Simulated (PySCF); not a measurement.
C2H10Ge, SMILES `CC.[GeH4]`.

Level of theory: HF/def2-SVP (PySCF), at a geometry from GFN2-xTB. The pair's geometry is semi-empirical, so its contact may be too short or too long. GFN2-xTB bond lengths at metals and heavier atoms can be off by up to 0.1 Å and shapes distorted, which carries into these values. Without diffuse functions Rydberg states are missing, so the states' numbers hold for this basis only.

Coordinates in Å:

```
C1      -2.7088    0.7280   -0.0004
C2      -2.4871   -0.7762    0.0005
H3      -3.6602    0.9759   -0.4658
H4      -2.7141    1.1147    1.0162
H5      -1.9156    1.2295   -0.5529
H6      -1.5210   -1.0178    0.4456
H7      -2.5019   -1.1663   -1.0149
H8      -3.2638   -1.2794    0.5723
Ge9      1.2982    0.0122   -0.0000
H10      0.6008    0.1300   -1.3027
H11      2.6888    0.5119   -0.1378
H12      1.3322   -1.4119    0.4146
H13      0.5874    0.8116    1.0263
```

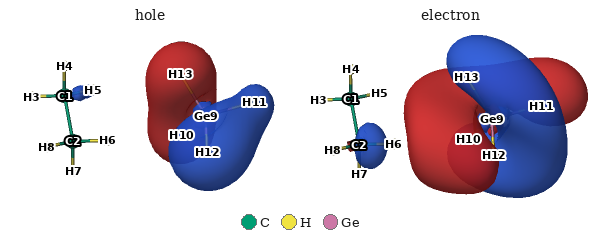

Leading natural transition orbital pair of S₄ (CIS singlet states); the surfaces enclose about 78 % of each orbital's density.

Give its energy and the atoms that hole and electron lie on.

Answer. 11.21 eV (111 nm), f = 0.003; the leading pair carries 66 %; hole on Ge9 (41 %), H12 (19 %) and H10 and H13 (13 % each), electron on Ge9 (53 %), H11 (10 %) and H10, H12 and H13 (8 % each) (shares are of the whole state, not of the leading pair alone); their centroids lie 0.1 Å apart; S₅ lies within 0.1 eV of it. The HOMO–LUMO gap is 17.52 eV.
